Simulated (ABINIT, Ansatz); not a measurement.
# TlGeH3 (Pm-3m): zone-centre phonons

Which modes does TlGeH3 (Pm-3m) have at the zone centre?

Calculated with ABINIT 10.8.3; DFT LDA, scalar-relativistic, plane waves, HGH norm-conserving pseudopotentials.

The structure was built from a prototype and need not be the compound's stable phase.

### 1. Set-up

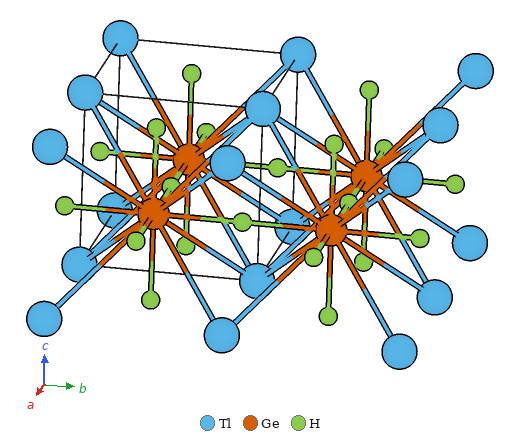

The cell as given, slightly off an axis (thallium blue, germanium orange, hydrogen green). 2×2×1 cells are drawn. Some periodic images of atoms are drawn too.

### 2. Relaxing the cell and atoms

The harmonic expansion needs vanishing forces, and a free crystal bears no stress, so cell and atoms are brought to rest. Stress is more sensitive to the basis than forces are: the last 3 Ha under the cutoff are smoothed with ecutsm, and the cutoff is raised above that of the later runs.

The starting cell comes from a relaxation made beforehand in Ansatz (LDA, PseudoDojo NC).

relax.abi reads:

```
# relaxation
ionmov 2
optcell 2
dilatmx 1.08
ntime 40
tolmxf 1.0d-05
tolvrs 1.0d-14
prtwf 0
prtden 0
chksymtnons 0

# basis, mesh and filling
ecut 43.0
ecutsm 3.0
ixc 7
ngkpt 8 8 8
nshiftk 1
shiftk 0.0 0.0 0.0
istwfk *1
occopt 7
tsmear 0.01
nband 11
nstep 100
diemac 1000000.0
prtebands 0
prtgsr 0

# cell and atoms
acell 3*1.0 Angstrom
rprim 
    3.892088113 0.0 0.0
    0.0 3.892088113 0.0
    0.0 0.0 3.892088113
ntypat 3
znucl 81 32 1
natom 5
typat 1 2 3 3 3
xred 
    0.0 0.0 0.0
    0.5 0.5 0.5
    0.5 0.5 0.0
    0.5 0.0 0.5
    0.0 0.5 0.5
pp_dirpath "./pseudo"
pseudos "Tl.hgh, Ge.hgh, H.hgh"
```

Launch:

```sh
> OMP_NUM_THREADS=1 mpirun -n 4 abinit relax.abi > relax.log
```

Numbers of over 12 decimals in the logs are rounded to 6 here.

relax.abo, the main output file:

```text
[banners, grids, parts of the stress and lines that vanish by symmetry left out]
- input  file    -> relax.abi
- output file    -> relax.abo
- root for input  files -> relaxi
[...]
Symmetries : space group Pm -3 m (#221); Bravais cP (primitive cubic)
[...]
mpw =        6816          nfft =      110592          nkpt =          35
[...]
== DATASET  1 ==================================================================
[...]
cutoff_energies: {ecut:  43.0, pawecutdg:  -1.0, }
[...]
Exchange-correlation functional for the present dataset will be:
  LDA: Perdew-Wang 92 LSD fit to Ceperley-Alder data - ixc=7
[...]
ETOT  1  -7.770906    -7.771E+00 2.615E-02 5.518E+02
 ETOT  2  -7.816572    -4.567E-02 1.753E-03 4.511E+00
 ETOT  3  -7.816724    -1.522E-04 3.662E-04 3.054E-01
 ETOT  4  -7.816738    -1.342E-05 1.992E-04 1.799E-03
 ETOT  5  -7.816738    -1.730E-07 6.907E-05 1.010E-04
[...]
At SCF step   10       vres2   =  1.18E-15 < tolvrs=  1.00E-14 =>converged.
[...]
sigma(1 1)=  5.14667562E-05  sigma(3 2)=  0.00000000E+00
  sigma(2 2)=  5.14667562E-05  sigma(3 1)=  0.00000000E+00
  sigma(3 3)=  5.14667562E-05  sigma(2 1)=  0.00000000E+00
[...]
convergence: {deltae:  1.519E-13, res2:  1.182E-15, residm:  4.130E-05, diffor: null, }
etotal    :  -7.81673784E+00
[...]
ETOT  1  -7.816815    -7.817E+00 4.076E-05 1.395E-01
[...]
At SCF step    8       vres2   =  2.48E-15 < tolvrs=  1.00E-14 =>converged.
[...]
sigma(1 1)=  4.42786839E-05  sigma(3 2)=  0.00000000E+00
  sigma(2 2)=  4.42786839E-05  sigma(3 1)=  0.00000000E+00
  sigma(3 3)=  4.42786839E-05  sigma(2 1)=  0.00000000E+00
[...]
convergence: {deltae:  5.231E-13, res2:  2.478E-15, residm:  6.571E-06, diffor: null, }
etotal    :  -7.81682596E+00
[...]
ETOT  1  -7.816676    -7.817E+00 3.640E-02 4.870E+00
[...]
At SCF step    9       vres2   =  7.70E-16 < tolvrs=  1.00E-14 =>converged.
[...]
sigma(1 1)= -2.19563417E-06  sigma(3 2)=  0.00000000E+00
  sigma(2 2)= -2.19563417E-06  sigma(3 1)=  0.00000000E+00
  sigma(3 3)= -2.19563417E-06  sigma(2 1)=  0.00000000E+00
[...]
convergence: {deltae: -1.403E-13, res2:  7.695E-16, residm:  6.101E-09, diffor: null, }
etotal    :  -7.81706089E+00
[...]
ETOT  1  -7.817061    -7.817E+00 1.767E-07 1.070E-02
[...]
ETOT  7  -7.817061    -1.963E-13 4.706E-11 2.054E-14
 ETOT  8  -7.817061     2.958E-13 5.169E-12 1.201E-16
 At SCF step    8       vres2   =  1.20E-16 < tolvrs=  1.00E-14 =>converged.
[...]
sigma(1 1)=  8.45212654E-08  sigma(3 2)=  0.00000000E+00
  sigma(2 2)=  8.45212654E-08  sigma(3 1)=  0.00000000E+00
  sigma(3 3)=  8.45212654E-08  sigma(2 1)=  0.00000000E+00
[...]
convergence: {deltae:  2.958E-13, res2:  1.201E-16, residm:  5.169E-12, diffor: null, }
etotal    :  -7.81706141E+00
[...]
At Broyd/MD step   4, gradients are converged :
[...]
sigma(1 1)=  8.45212654E-08  sigma(3 2)=  0.00000000E+00
  sigma(2 2)=  8.45212654E-08  sigma(3 1)=  0.00000000E+00
  sigma(3 3)=  8.45212654E-08  sigma(2 1)=  0.00000000E+00
[...]
- sigma(1 1)=  2.48670148E-03  sigma(3 2)=  0.00000000E+00
- sigma(2 2)=  2.48670148E-03  sigma(3 1)=  0.00000000E+00
- sigma(3 3)=  2.48670148E-03  sigma(2 1)=  0.00000000E+00
[...]
fcart     -0.0000000000E+00 -0.0000000000E+00 -0.0000000000E+00
           strten      8.4521265422E-08  8.4521265421E-08  8.4521265421E-08
================================================================================

[key lines of the parts left out:]
pressure_GPa:  -2.4867E-03
Total energy (etotal) [Ha]= -7.81706140871079E+00
```

Elapsed: 48 s, on 4 MPI ranks of Arm Neoverse V2, shared host; 3.2 min of CPU time.

Step by step:

```csv
step,energy less that of the first step (eV),largest force (eV/Å),volume (Å³)
1,0.0000,0.0000,58.96
2,-0.0024,0.0000,58.69
3,-0.0088,0.0000,57.08
4,-0.0088,0.0000,57.15
```

```csv
"conventional cell, symmetrised",before,after,change
a (Å),3.892,3.852,-1.0 %
b (Å),3.892,3.852,-1.0 %
c (Å),3.892,3.852,-1.0 %
volume (Å³/atom),11.79,11.43,-3.1 %
```

The relaxed structure:

```cif
data_structure
_symmetry_space_group_name_H-M 'P 1'
_symmetry_Int_Tables_number 1
_cell_length_a 3.8519
_cell_length_b 3.8519
_cell_length_c 3.8519
_cell_angle_alpha 90.000
_cell_angle_beta 90.000
_cell_angle_gamma 90.000
_cell_volume 57.15
loop_
_atom_site_label
_atom_site_type_symbol
_atom_site_fract_x
_atom_site_fract_y
_atom_site_fract_z
_atom_site_occupancy
Tl1 Tl 0.00000 0.00000 0.00000 1
Ge2 Ge 0.50000 0.50000 0.50000 1
H3 H 0.50000 0.50000 0.00000 1
H4 H 0.50000 0.00000 0.50000 1
H5 H 0.00000 0.50000 0.50000 1
```

Read from the output:

```yaml
volume_per_atom: 11.43 Å³
pressure: -0.002487 GPa
gap_on_the_k_mesh: 0 eV
```

The volume changes by -3.1 % from the cell with which this run began.

### 3. Ground state

First-order wavefunctions inherit every error of the ground state, hence the very tight tolvrs. Occupations are smeared.

gs.abi reads:

```
# ground state
tolvrs 1.0d-16
prtden 1
prtwf 1

# basis, mesh and filling
ecut 35.0
ixc 7
ngkpt 8 8 8
nshiftk 1
shiftk 0.0 0.0 0.0
istwfk *1
occopt 7
tsmear 0.01
nband 11
nstep 100
diemac 1000000.0
prtebands 0
prtgsr 0

# cell and atoms
acell 3*1.0 Angstrom
rprim 
    3.851900904 0.0 0.0
    0.0 3.851900904 0.0
    0.0 0.0 3.851900904
ntypat 3
znucl 81 32 1
natom 5
typat 1 2 3 3 3
xred 
    0.0 0.0 0.0
    0.5 0.5 0.5
    0.5 0.5 0.0
    0.5 0.0 0.5
    0.0 0.5 0.5
pp_dirpath "./pseudo"
pseudos "Tl.hgh, Ge.hgh, H.hgh"
```

Launch:

```sh
> OMP_NUM_THREADS=1 mpirun -n 4 abinit gs.abi > gs.log
```

gs.abo, the main output file:

```text
[banners, grids, parts of the stress and lines that vanish by symmetry left out]
- input  file    -> gs.abi
- output file    -> gs.abo
- root for input  files -> gsi
[...]
Symmetries : space group Pm -3 m (#221); Bravais cP (primitive cubic)
[...]
mpw =        3840          nfft =       64000          nkpt =          35
[...]
== DATASET  1 ==================================================================
[...]
cutoff_energies: {ecut:  35.0, pawecutdg:  -1.0, }
[...]
Exchange-correlation functional for the present dataset will be:
  LDA: Perdew-Wang 92 LSD fit to Ceperley-Alder data - ixc=7
[...]
ETOT  1  -7.770273    -7.770E+00 1.877E-02 3.113E+02
 ETOT  2  -7.815425    -4.515E-02 3.089E-03 2.733E+00
 ETOT  3  -7.815586    -1.616E-04 3.757E-04 1.630E-01
 ETOT  4  -7.815598    -1.221E-05 2.180E-04 1.070E-03
 ETOT  5  -7.815599    -1.894E-07 2.455E-04 5.523E-05
[...]
ETOT 10  -7.815599    -2.220E-13 7.342E-06 5.642E-16
 ETOT 11  -7.815599     1.563E-13 5.112E-06 2.306E-18
 At SCF step   11       vres2   =  2.31E-18 < tolvrs=  1.00E-16 =>converged.
[...]
sigma(1 1)=  1.64770670E-05  sigma(3 2)=  0.00000000E+00
  sigma(2 2)=  1.64770670E-05  sigma(3 1)=  0.00000000E+00
  sigma(3 3)=  1.64770670E-05  sigma(2 1)=  0.00000000E+00
[...]
convergence: {deltae:  1.563E-13, res2:  2.306E-18, residm:  5.112E-06, diffor: null, }
etotal    :  -7.81559869E+00
[...]
sigma(1 1)=  1.64770670E-05  sigma(3 2)=  0.00000000E+00
  sigma(2 2)=  1.64770670E-05  sigma(3 1)=  0.00000000E+00
  sigma(3 3)=  1.64770670E-05  sigma(2 1)=  0.00000000E+00
[...]
- sigma(1 1)=  4.84772049E-01  sigma(3 2)=  0.00000000E+00
- sigma(2 2)=  4.84772049E-01  sigma(3 1)=  0.00000000E+00
- sigma(3 3)=  4.84772049E-01  sigma(2 1)=  0.00000000E+00
[...]
fcart     -0.0000000000E+00 -0.0000000000E+00 -0.0000000000E+00
           strten      1.6477067033E-05  1.6477067033E-05  1.6477067033E-05
================================================================================

[key lines of the parts left out:]
pressure_GPa:  -4.8477E-01
```

Elapsed: 10 s, on 4 MPI ranks.

This step gave:

```
pressure : -0.4848 GPa
```

The cell stands at -0.48 GPa: the relaxation ran with a smoothed and higher cutoff, and the difference is a stress of the finite basis.

[end of part 1 of 4]

[Host names and launcher messages were left out of these logs when they were recorded.]

[Logs are printed without paths, hosts, clocks, repeated set-up lines and the standing remarks that a program may print on its own settings, such as how far it seeks lower states.]

[Hosts, paths, dates, database ids (printed as entryN), source tags and the programs' standing remarks are cut or masked in the printed files.]
